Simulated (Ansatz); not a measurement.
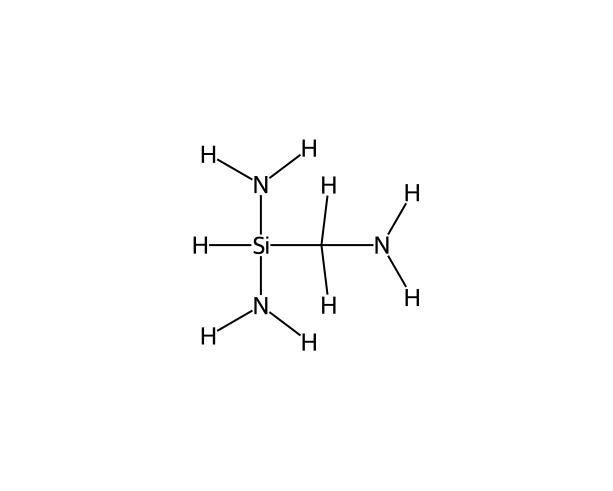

2D structure.

> Transcribe the drawing into SMILES.

NC[SiH](N)N

> What is the molecular formula?

CH9N3Si.

> An optimisation with PBE0-D4/def2-TZVP gave a structure of which point group?

C1. Other conformers may differ.

The parts below concern this one geometry. Atoms keep their numbers from picture to picture. The geometry was computed by an optimisation with PBE0-D4/def2-TZVP.

## Geometry

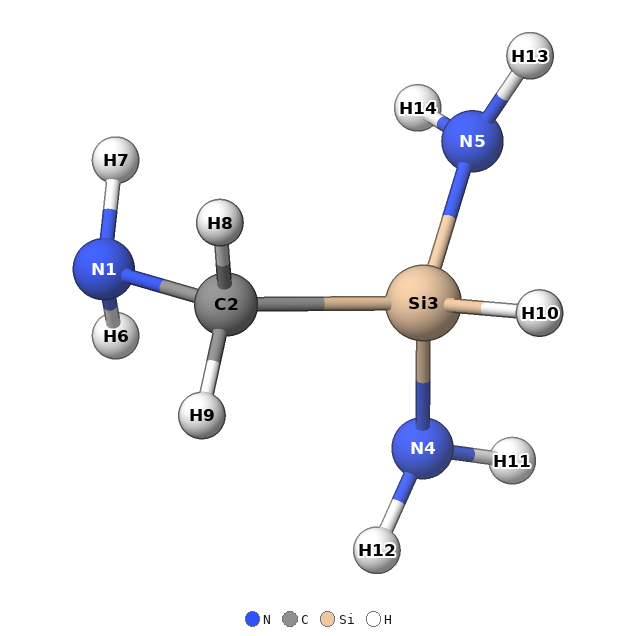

The atoms are numbered.

> How are the neighbours of atom 3 arranged?

Si3 has 4 neighbours (C2 at 1.88, N4 at 1.72, N5 at 1.71, H10 at 1.50 Å); the arrangement is tetrahedral.

> Describe the coordination of atom 1.

N1 has 3 neighbours (C2 at 1.47, H6 at 1.01, H7 at 1.01 Å); the arrangement is trigonal pyramidal.

> Describe the coordination of atom 2.

C2 has 4 neighbours (N1 at 1.47, Si3 at 1.88, H8 at 1.10, H9 at 1.10 Å); the arrangement is tetrahedral.

> What is the dihedral angle N1–C2–Si3–N4?

64° in size, that is gauche.

## Charges

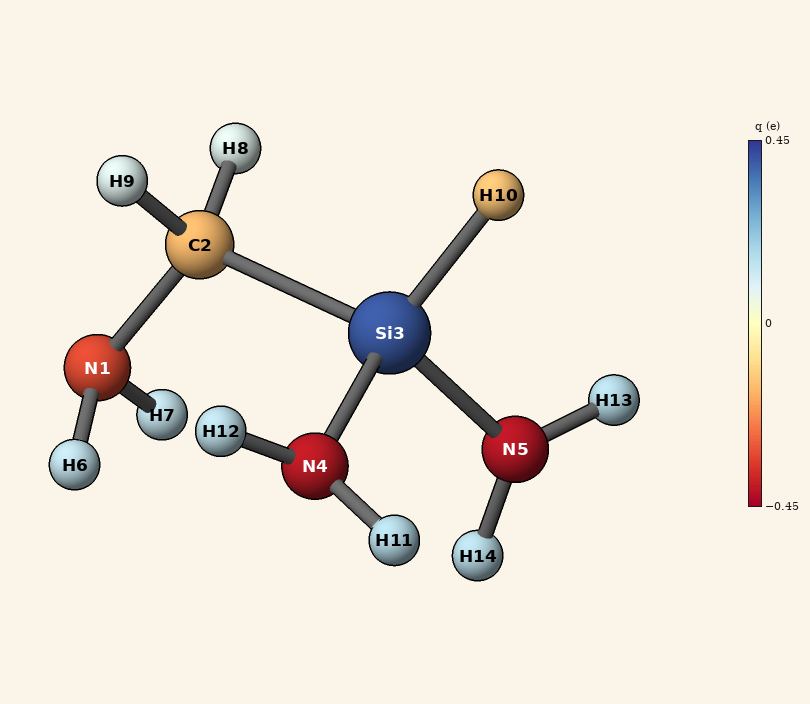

Atoms are coloured by their Mulliken charges. Level of theory: RKS PBE-D4/def2-TZVPP (Ansatz 0.2.0).

> Which atom carries the highest charge (most positive or least negative)?

Si3 (0.39 e).

> And the lowest?

N4, N5 (−0.40 e).

Give the Mulliken charges atom by atom.

| atom | value (e) |
| --- | --- |
| N1 | −0.31 |
| C2 | −0.15 |
| Si3 | 0.39 |
| N4 | −0.40 |
| N5 | −0.40 |
| H6 | 0.13 |
| H7 | 0.13 |
| H8 | 0.08 |
| H9 | 0.08 |
| H10 | −0.13 |
| H11 | 0.15 |
| H12 | 0.14 |
| H13 | 0.15 |
| H14 | 0.15 |

## Thermal motion

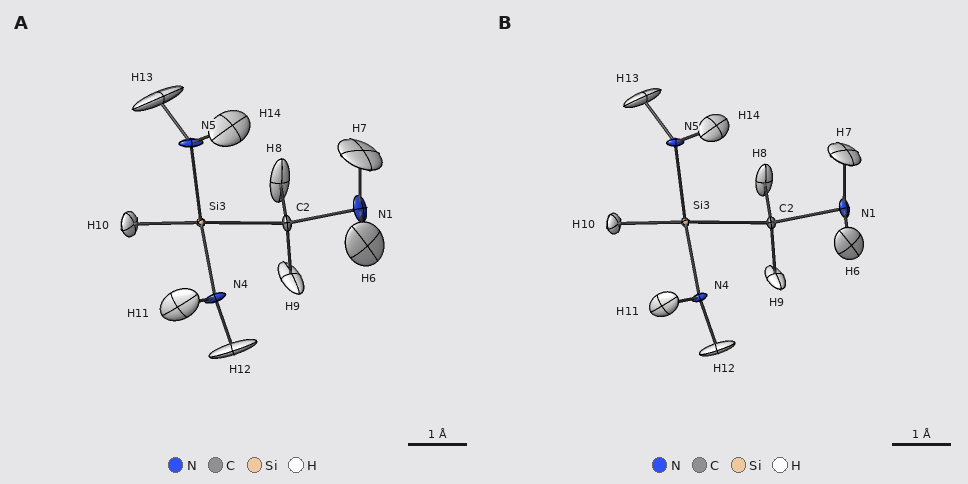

Displacement ellipsoids at the 50 % level, scaled by 0.7, from the internal vibrations of the free molecule (harmonic, no overall translation or rotation; no half-axis is drawn under 0.075 Å). Vibrations computed with RKS PBE0-D4/def2-TZVP (Ansatz 0.2.0). One panel is for 298 K, the other for 600 K.

> Which panel is for 600 K?

A.

> How much does the mean-square displacement of N1 grow, and why?

U_eq goes from 0.0117 to 0.0228 Å², a factor of 2.0. Modes below kT (417 cm⁻¹ at 600 K) grow about in proportion to T, and the lowest lies at 82 cm⁻¹; the mean-square amplitude of a mode is its zero-point value times coth(ħω/2kT), which comes close to 1 only above about 3kT.

## Dipole moment

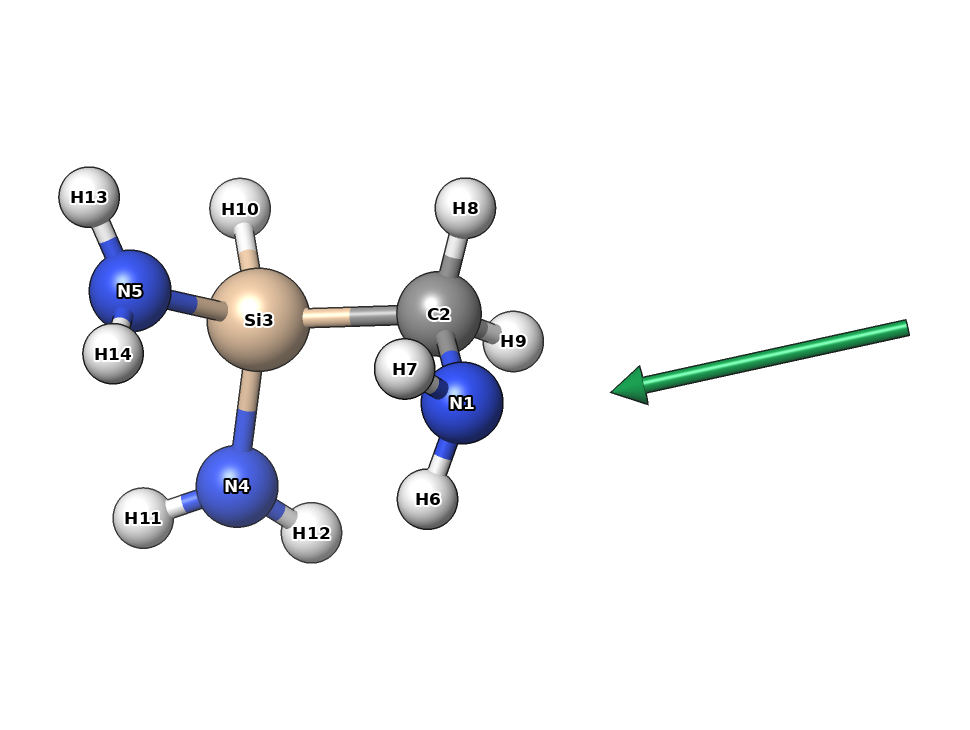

The arrow beside the molecule shows the direction of the dipole moment, from the negative to the positive end (its length means nothing). Method: RKS PBE0-D4/def2-TZVP (Ansatz 0.2.0).

> How large is the dipole moment?

1.65 D; it points from the side of H8, H9 to the side of H11 (the outermost atoms at the two ends).

Mulliken values depend strongly on the basis set and can even reverse the polarity of a bond.
